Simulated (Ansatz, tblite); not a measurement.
# (OH)2Al-O-SiH3 (AlH5O3Si): which spin state is lowest

Is the singlet the ground state of (OH)2Al-O-SiH3 (AlH5O3Si)? Other spin states are computed and compared level by level.

Method: as each input shows; program: Ansatz 0.2.0, Gaussian basis.

Plan: triplet, at the geometry of the singlet (GFN1-xTB, GFN2-xTB, PBE0-D4/def2-TZVP, PBE-D4/def2-TZVP, r2SCAN-D4/def2-TZVP); the singlet's energies come from earlier runs.

### Step 1. The structure

The singlet was relaxed beforehand with PBE0-D4/def2-SVP.

10 atoms, charge 0, spin multiplicity 1.

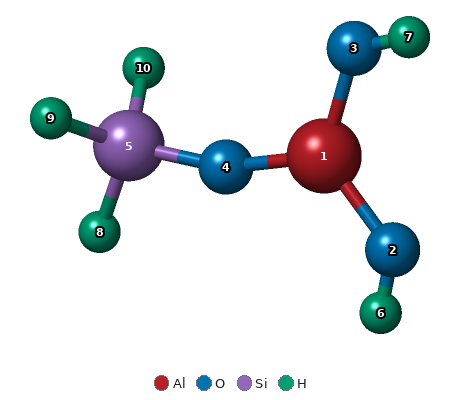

The geometry (aluminium red, oxygen blue, silicon purple, hydrogen teal); atoms are numbered from 1 in the order of the file.

### Step 2. Triplet at the fixed geometry, GFN1-xTB

Tight binding, by tblite at 300 K electronic temperature and without a spin-polarisation term:

```python
tblite.interface.Calculator('GFN1-xTB', numbers, positions, charge=0, uhf=2).singlepoint()
```

Energy -543.6911 eV; 0.01 s.

### Step 3. Triplet at the fixed geometry, GFN2-xTB

Tight binding, by tblite at 300 K electronic temperature and without a spin-polarisation term:

```python
tblite.interface.Calculator('GFN2-xTB', numbers, positions, charge=0, uhf=2).singlepoint()
```

Energy -478.6703 eV; 0.01 s.

### Step 4. Triplet at the fixed geometry, PBE0-D4/def2-TZVP

File in.yaml:

```yaml
crystal:
  periodic: [false, false, false]
  atoms:
    - {symbol: Al, position_ang: [0.580725, -0.587203, 0.922654]}
    - {symbol: O, position_ang: [0.123989, -2.007779, 1.723513]}
    - {symbol: O, position_ang: [2.006921, 0.202230, 1.375240]}
    - {symbol: O, position_ang: [-0.355531, 0.065509, -0.322389]}
    - {symbol: Si, position_ang: [-0.927460, 1.017114, -1.535817]}
    - {symbol: H, position_ang: [-0.665198, -2.514652, 1.529295]}
    - {symbol: H, position_ang: [2.583652, -0.114953, 2.071664]}
    - {symbol: H, position_ang: [-2.100902, 0.355623, -2.184202]}
    - {symbol: H, position_ang: [-1.368447, 2.342843, -1.003244]}
    - {symbol: H, position_ang: [0.122252, 1.241259, -2.576704]}
basis:
  gaussian: {orbitals: def2-TZVP}
magnetization: {spin_polarized: true, initial_magnetization: 2}
hamiltonian: {xc: pbe0, dispersion: d4}
scf: {omitted_lower_state_checks: [starts]}
output: {orbitals: {seedname: orbitals}}
```

On the command line:

```sh
ansatz run in.yaml --threads 2 --pin off --events-out ev --progress --plain --max-ram 32768MiB --backend cpu
```

The program printed:

```text
Functional definition: PBE0
  name "PBE0"
  cite "Adamo & Barone, J. Chem. Phys. 110, 6158 (1999) doi:10.1063/1.478522"
  cite "Perdew, Burke & Ernzerhof, Phys. Rev. Lett. 77, 3865 (1996) doi:10.1103/PhysRevLett.77.3865"
  parent pbe
  parameter a = 0.25
  parameter kappa = 0.804
  parameter beta = 0.06672455060314922
  exchange = (1 - a)*pbe_x(kappa = kappa, mu = beta*pi^2/3) + a*exact_x
  correlation = pbe_c(beta = beta)
these checks for a lower state are left out or cut short: starts
1220 factors; their error is unknown
mean field evaluation 1: about -20668.2932 eV, gradient 7.1e1 eV
mean field evaluation 2: about -20398.3229 eV, gradient 2.0e2 eV
mean field evaluation 4: about -20674.8578 eV, gradient 4.6e1 eV
mean field evaluation 8: about -20686.2829 eV, gradient 3.9e0 eV
mean field evaluation 16: about -20686.3985 eV, gradient 3.1e-1 eV
mean field evaluation 32: about -20686.4589 eV, gradient 1.5e-2 eV
mean field -20686.45887774 eV, -760.2133419714 hartree, gradient 7.6e-6 eV, S^2 2.006827; 0 other end points of the search recorded, 0 dependent functions left out
reference -20686.45892129 eV, -760.2133435718 hartree; 29, 27 occupied and 168, 170 virtual orbitals, 1220 factors
Total energy: -20686.62012045 eV, -760.2192675319 hartree
Checks for a lower state left out: starts
```

Run time: 17 s. Hardware: 2 threads of AMD EPYC 7R13, shared host; peak memory 0.88 GiB.

Report: HOMO -2.69 eV, LUMO -7.59 eV (over both spins; with the spin held, an empty level of the minority spin lies below the top filled one); ⟨S²⟩ 2.007 (pure: 2.00).

### Step 5. Triplet at the fixed geometry, PBE-D4/def2-TZVP

start.molden holds the orbitals of an earlier run on this state, given as this run's starting guess.

Changes to in.yaml since step 4:

```diff
@@ -14,5 +14,5 @@
 basis:
-  gaussian: {orbitals: def2-TZVP}
+  gaussian: {orbitals: def2-TZVP, initial_orbitals: start.molden}
 magnetization: {spin_polarized: true, initial_magnetization: 2}
-hamiltonian: {xc: pbe0, dispersion: d4}
+hamiltonian: {xc: pbe, dispersion: d4}
 scf: {omitted_lower_state_checks: [starts]}
```

Launched as before.

The program printed:

```text
Functional definition: PBE
  name "PBE"
  cite "Perdew, Burke & Ernzerhof, Phys. Rev. Lett. 77, 3865 (1996) doi:10.1103/PhysRevLett.77.3865"
  parent pbe
  parameter kappa = 0.804
  parameter beta = 0.06672455060314922
  exchange = pbe_x(kappa = kappa, mu = beta*pi^2/3)
  correlation = pbe_c(beta = beta)
these checks for a lower state are left out or cut short: starts
1184 factors; their error is unknown
mean field evaluation 1: about -20685.7715 eV, gradient 8.6e0 eV
mean field evaluation 2: about -20685.9211 eV, gradient 2.4e-1 eV
mean field evaluation 4: about -20685.9140 eV, gradient 5.0e-2 eV
mean field evaluation 8: about -20685.9141 eV, gradient 8.3e-5 eV
mean field evaluation 16: about -20685.9141 eV, gradient 1.9e-5 eV
mean field -20685.91409964 eV, -760.1933217456 hartree, gradient 2.4e-6 eV, S^2 2.001969; 0 other end points of the search recorded, 0 dependent functions left out
reference -20685.91415791 eV, -760.1933238868 hartree; 29, 27 occupied and 168, 170 virtual orbitals, 1184 factors
Total energy: -20686.10302973 eV, -760.2002647982 hartree
Checks for a lower state left out: starts
```

Wall time 9.5 s (2 threads of AMD EPYC 7R13, shared host).

HOMO -2.17 eV, LUMO -7.76 eV (over both spins; with the spin held, an empty level of the minority spin lies below the top filled one); ⟨S²⟩ 2.002 (pure: 2.00).

### Step 6. Triplet at the fixed geometry, r2SCAN-D4/def2-TZVP

Changes to in.yaml since step 5:

```diff
@@ -16,3 +16,3 @@
 magnetization: {spin_polarized: true, initial_magnetization: 2}
-hamiltonian: {xc: pbe, dispersion: d4}
+hamiltonian: {xc: r2scan, dispersion: d4}
 scf: {omitted_lower_state_checks: [starts]}
```

The command is unchanged.

The program printed (excerpt; [...] marks lines left out):

```text
Functional definition: r2SCAN
  name "r2SCAN"
  cite "Furness, Kaplan, Ning, Perdew & Sun, J. Phys. Chem. Lett. 11, 8208 (2020) doi:10.1021/acs.jpclett.0c02405"
  cite "Furness, Kaplan, Ning, Perdew & Sun, J. Phys. Chem. Lett. 11, 9248 (2020) doi:10.1021/acs.jpclett.0c03077"
  parent r2scan
[...]
1184 factors; their error is unknown
[...]
mean field -20695.70457186 eV, -760.5531149634 hartree, gradient 1.6e-6 eV, S^2 2.004693; 0 other end points of the search recorded, 0 dependent functions left out
reference -20695.70459221 eV, -760.5531157113 hartree; 29, 27 occupied and 168, 170 virtual orbitals, 1184 factors
Total energy: -20695.75197172 eV, -760.5548568761 hartree
Checks for a lower state left out: starts
```

Run time: 21 s. Hardware: 2 threads of AMD EPYC 7R13, shared host; peak memory 0.55 GiB.

From the report: HOMO -2.15 eV, LUMO -7.94 eV (over both spins; with the spin held, an empty level of the minority spin lies below the top filled one); ⟨S²⟩ 2.005 (pure: 2.00).

### Step 7. Triplet less singlet, vertical

The singlet's energies are those of its earlier runs, whose logs aren't repeated here.

| level | triplet less singlet, vertical (eV) | time |
| --- | --- | --- |
| GFN1-xTB | +5.870 | 0.018 s |
| GFN2-xTB | +5.121 | 0.015 s |
| PBE-D4/def2-TZVP | +5.654 | 11 s |
| r2SCAN-D4/def2-TZVP | +6.131 | 25 s |
| PBE0-D4/def2-TZVP | +6.578 | 21 s |

Times add the two runs; a level without a time comes out of a correlated run. Tight binding without a spin term can't rank spin states.

### Step 8. Outcome

| quantity | value |
| --- | --- |
| triplet less singlet, vertical, functionals in def2-TZVP | +5.654 (PBE-D4) to +6.578 eV (PBE0-D4) |

**Reading.** All functionals put the triplet above the singlet, over a spread of 0.924 eV. The checks for a lower triplet were left out, so another state of that spin may lie lower. These are electronic energies, without zero-point motion, entropy or surroundings.
